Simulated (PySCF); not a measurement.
SMILES O[Si](O)(C)CCB(O)O (C₃H₁₁BO₄Si), singlet at its GFN2-xTB optimised geometry (Å):

```
20

Si     2.2498     0.4699     1.2934
C      2.9177     0.9330     3.0145
O      2.6521     1.5908     0.1829
O      2.9602    -0.9096     0.7601
C      0.3502     0.3598     1.3066
C     -0.2214    -0.2216     0.0000
B     -1.8204    -0.2216     0.0000
O     -2.4877    -1.3941     0.0236
O     -2.5570     0.9264     0.0000
H      4.0034     0.9058     3.0287
H      2.6138     1.9346     3.2983
H      2.5641     0.2558     3.7857
H      3.4413     1.4595    -0.3369
H      2.7810    -1.7381     1.1936
H     -0.0699     1.3528     1.4708
H      0.0076    -0.2535     2.1414
H      0.1630    -1.2316    -0.1368
H      0.1596     0.3751    -0.8317
H     -3.4413    -1.2977     0.0363
H     -2.0528     1.7381    -0.0128
```

Method: PBE0/def2-SVP run with PySCF. Cells within 0.4 Å of a nucleus heavier than hydrogen are left out (blank, or x).

Map of the log10 of the electron density (e/bohr³), floored at −4 on the plane z = 1.0 Å:

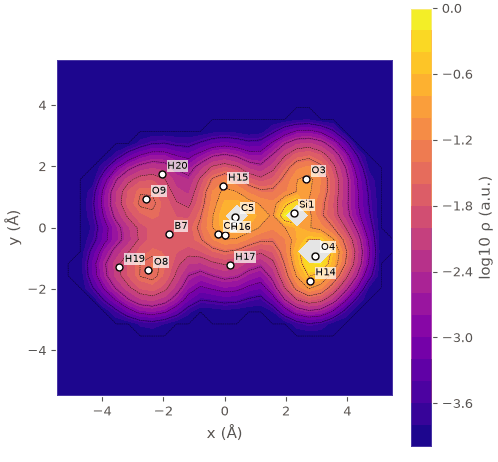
*Log10 of the electron density (e/bohr³), floored at −4 on the plane z = 1.0 Å.*
